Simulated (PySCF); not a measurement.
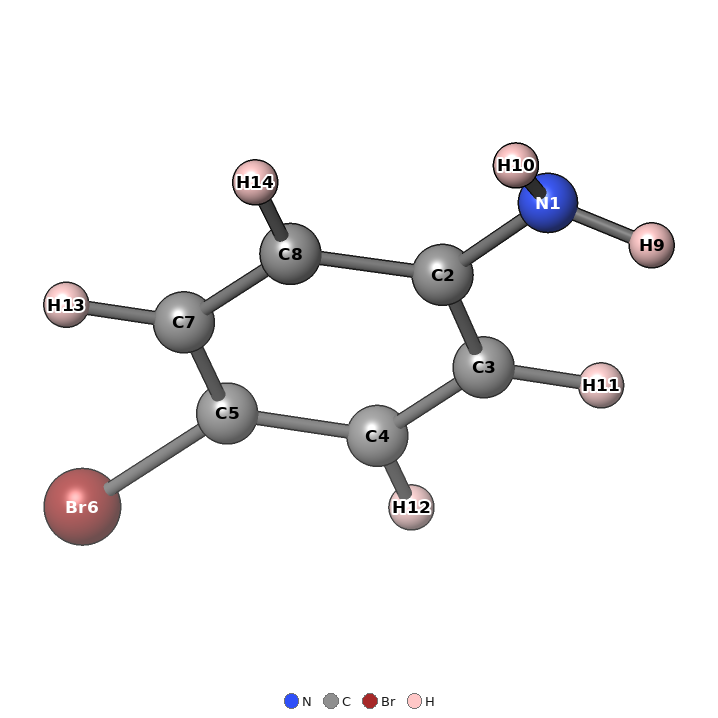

Distant atoms are faded towards the background colour. The geometry was computed by an optimisation with PBE0-D3(BJ)/def2-SVP. No frequency run is at hand to confirm it as a minimum.

Question: What is the conformation of the ring C2–C3–C4–C5–C7–C8?

Answer: It is planar. The Cremer–Pople amplitude Q is 0.00 Å.

Question: Give the torsion angles round the ring, beginning with the bond from its second to its third atom.

Answer: 0°, 0°, 0°, 0°, 0°, 0°.
